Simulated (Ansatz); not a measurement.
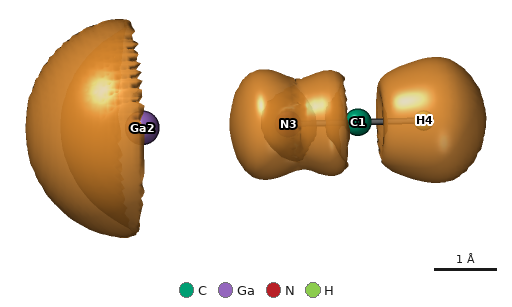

Figure 1: CHGaN (charge +1). Isosurface of the ELF at 0.75 (orange), seen from one side. Only the valence region is drawn (cores and ρ < 0.01 e/Å³ removed).

Geometry: PBE0-D3(BJ)/pcseg-1.

Computed with isolated molecule in a Gaussian basis; Kohn-Sham density functional theory, functional PBE0 (Ansatz 0.2.0).

```json
{"atom": "C", "x (Å)": "0.0000", "y (Å)": "0.0000", "z (Å)": "-0.9023"}
{"atom": "Ga", "x (Å)": "0.0000", "y (Å)": "0.0000", "z (Å)": "2.6413"}
{"atom": "N", "x (Å)": "0.0000", "y (Å)": "0.0000", "z (Å)": "0.2461"}
{"atom": "H", "x (Å)": "0.0000", "y (Å)": "0.0000", "z (Å)": "-1.9851"}
```

Where are the electrons localised?

The ELF exceeds this value in one region around a hydrogen nucleus, one region on N in which the atom's valence shell and bonds are merged and one region wrapped around Ga (its valence shell).

Values along the shortest contacts:
C–N (1.15 Å): the ELF peaks at about 0.85 between the atoms: a multiple bond. Ga–N (2.40 Å): the ELF is about 0.25 at the midpoint.
